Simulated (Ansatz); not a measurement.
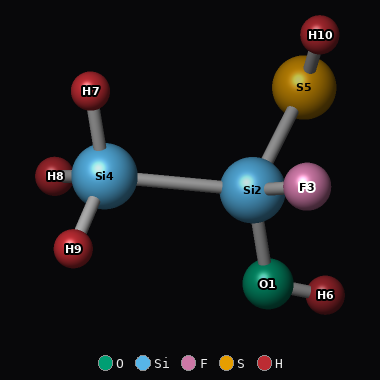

The system is FH₅OSSi₂, SMILES O[Si](F)([SiH3])S; the picture shows the reference structure. 
- The first coordinate is: dihedral H6–O1–Si2–Si4; the second: dihedral Si4–Si2–S5–H10.
- Nothing is relaxed (all other coordinates rigid).
- The grid has 10 × 10 points.
- Energies are in cm⁻¹, from the relaxed molecule at the same level.
- The calculation used RKS PBE0-D4/def2-SVP (Ansatz 0.2.0).

Its coordinates:

| atom | x (Å) | y (Å) | z (Å) |
| --- | --- | --- | --- |
| O | -1.8832 | 0.3131 | 0.6571 |
| Si | -0.2624 | 0.0201 | 0.6283 |
| F | 0.5175 | 0.9474 | 1.7168 |
| Si | 0.5366 | 0.5261 | -1.5001 |
| S | 0.0760 | -2.0100 | 1.2301 |
| H | -2.3712 | 0.0410 | 1.4423 |
| H | 2.0060 | 0.2557 | -1.5288 |
| H | -0.1441 | -0.3569 | -2.4935 |
| H | 0.2913 | 1.9584 | -1.8455 |
| H | 1.3166 | -1.7462 | 1.6963 |

Range: dihedral H6–O1–Si2–Si4 from −180 to 144°; dihedral Si4–Si2–S5–H10 from −180 to 144°.

Question: Predict the map.

Answer: The lowest grid point is at dihedral H6–O1–Si2–Si4 = −180°, dihedral Si4–Si2–S5–H10 = 72°, 43 cm⁻¹ from the relaxed molecule at the same level. The bottom of the well lies between grid points, at about dihedral H6–O1–Si2–Si4 = 175°, dihedral Si4–Si2–S5–H10 = 85°, about 39 cm⁻¹ lower on the interpolated surface. Higher local minima lie near dihedral H6–O1–Si2–Si4 = −180°, dihedral Si4–Si2–S5–H10 = −72° (126 cm⁻¹ above the lowest at that grid point); dihedral H6–O1–Si2–Si4 = −36°, dihedral Si4–Si2–S5–H10 = 72° (748 cm⁻¹ above the lowest at that grid point); dihedral H6–O1–Si2–Si4 = −36°, dihedral Si4–Si2–S5–H10 = −72° (779 cm⁻¹ above the lowest at that grid point). The highest grid point, dihedral H6–O1–Si2–Si4 = 36°, dihedral Si4–Si2–S5–H10 = 0°, lies 1923 cm⁻¹ above the lowest. On the interpolated surface the easiest way out of the lowest well to the well at dihedral H6–O1–Si2–Si4 = −180°, dihedral Si4–Si2–S5–H10 = −72° passes a barrier of about 830 cm⁻¹, counted from the interpolated bottom of the well. Round the minimum the valley is somewhat tilted: raising dihedral H6–O1–Si2–Si4 shifts the best value of dihedral Si4–Si2–S5–H10 downwards (coupling k₁₂/√(k₁₁k₂₂) about 0.4).

```csv
"dihedral Si4–Si2–S5–H10 ↓, dihedral H6–O1–Si2–Si4 →",−180,−144,−108,−72,−36,0,36,72,108,144
144,521,970,1193,996,978,1394,1696,1536,940,437
108,142,681,1119,987,810,1090,1495,1554,992,239
72,43,375,806,863,791,944,1182,1282,967,323
36,508,642,859,971,1148,1388,1422,1297,1043,698
0,880,1106,1216,1193,1430,1867,1966,1667,1180,857
−36,484,906,1156,1040,1109,1588,1936,1786,1119,487
−72,169,566,945,879,822,1199,1682,1840,1314,437
−108,492,614,893,893,878,1155,1543,1857,1753,1026
−144,905,851,912,886,1001,1283,1437,1491,1481,1246
−180,847,1005,1049,934,1069,1451,1571,1376,1043,836
```

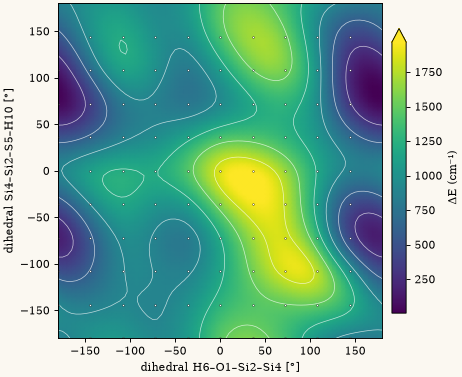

In the figure: a smooth colour map with a few white contour lines, dots at the grid points, one colour for all values above the top of the scale. Between grid points the surface is interpolated.

The whole map (100 points run) took 10 min on 1 thread of Arm Neoverse V2, on a shared host.
